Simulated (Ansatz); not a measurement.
Bands of a (6,0) arsenic nanotube, along its axis.

Method: PBE (plane waves to 420 eV, PAW; Ansatz, a program for electronic structure). Mesh 1×1×6. No spin polarisation. Periodic along z alone, with about 11 Å of vacuum beside it. A hypothetical model, rolled from the flat sheet. It keeps the symmetry and period of its start, so it need not be a minimum against all distortions. Values not marked SOC lack spin–orbit coupling.

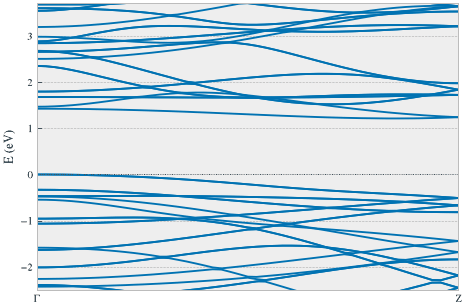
*Bands from the zone centre to the zone edge (period 6.22 Å); the dotted line marks the highest filled level*

### Question
Is it a metal or a semiconductor at this level? Give what the bands show.

### Answer
A semiconductor in PBE.
```
Item                                            Result
-------  ---------------------------------------------
PBE gap  1.21 eV, indirect, from Γ to k = 0.427 × 2π/c
```
